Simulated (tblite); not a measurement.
# C5H15GeN: the cost of one run

Programs: tblite 0.8.0 and PySCF 2.14.0, with density-fitted response routines of our own. Each step states its level of theory. These are calculated values for one molecule in the gas phase, unless marked as measured. Atoms are numbered from 0 throughout.

## 1. The molecule as given

22 atoms, charge 0, multiplicity 1; geometry from: force field or distance geometry start.

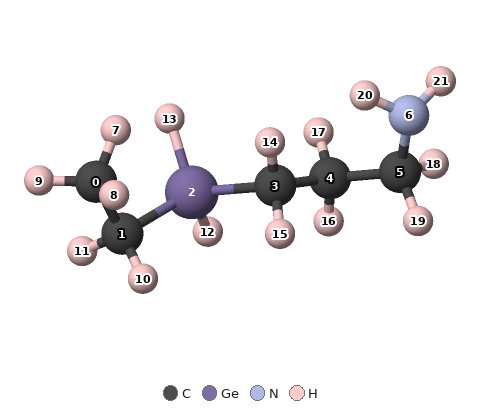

The starting geometry (carbon dark grey, germanium purple, nitrogen light blue, hydrogen pink), atoms numbered.

## 2. Geometry optimisation with GFN2-xTB

What the job is given:

```
{"job": {"kind": "relax", "xc": "GFN2-xTB", "basis": "xTB"}, "charge": 0, "multiplicity": 1}
C     -3.133300     1.066300    -0.036900
C     -2.768300    -0.316700     0.426900
Ge    -1.124600    -0.827000    -0.440500
C      0.388200     0.059300     0.423600
C      1.585500    -0.766300     0.048600
C      2.890300    -0.266600     0.609300
N      3.228200     1.072300     0.212300
H     -2.486200     1.395700    -0.892500
H     -2.964200     1.755300     0.796500
H     -4.213200     1.083800    -0.373100
H     -2.644100    -0.385300     1.520100
H     -3.540700    -1.067100     0.126600
H     -0.860700    -2.343800    -0.405400
H     -1.171000    -0.261600    -1.888200
H      0.415300     1.096400     0.062100
H      0.187100     0.032700     1.529900
H      1.433700    -1.811000     0.367200
H      1.649100    -0.777300    -1.059300
H      3.672400    -0.939800     0.197000
H      2.955300    -0.431000     1.724700
H      2.437100     1.636500    -0.134600
H      4.053700     1.014600    -0.418400
```

Started as:

```bash
$ OMP_NUM_THREADS=1 python probes_run.py task.json out
```

The driver reads the jobs from task.json and runs them one after another.

**Question.** How long does this first job take on 1 thread of Arm Neoverse V1, shared host, and how much memory does it need?

About 1 s, with a peak of 0.18 GiB.
